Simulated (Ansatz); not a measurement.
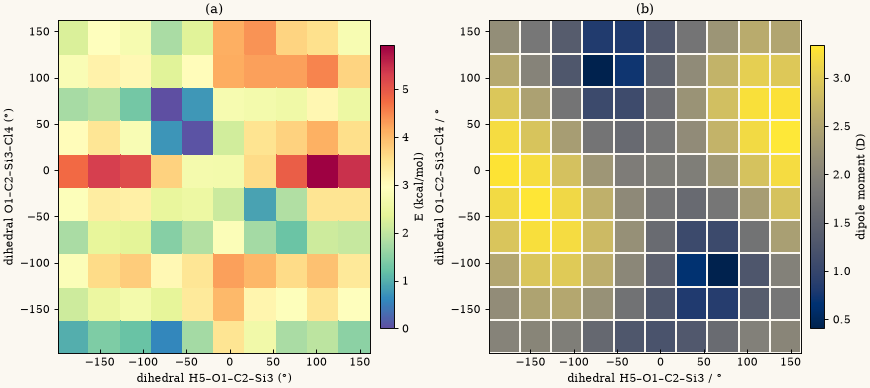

CH₅ClOSi, SMILES OC[SiH2]Cl. Coordinates scanned: (1) dihedral H5–O1–C2–Si3; (2) dihedral O1–C2–Si3–Cl4. Nothing is relaxed (all other coordinates rigid). The scan uses a 10 × 10 grid. Points are written as (first, second). Energies: kcal/mol, counted from the lowest grid point. All numbers below come from Ansatz 0.2.0, RKS PBE0-D4/def2-TZVP.

Panel (a) is the energy; panel (b) is the computed dipole moment, in D.

The picture shows one coloured cell a grid point.

Question: How does the dipole moment vary over the map, and what is it at the lowest grid point?

Answer: Leaving out the highest fifth of the energies, it runs from 0.41 D at (72°, −108°) to 3.34 D at (144°, 36°). At the lowest grid point, (−72°, 72°), it is 1.07 D.
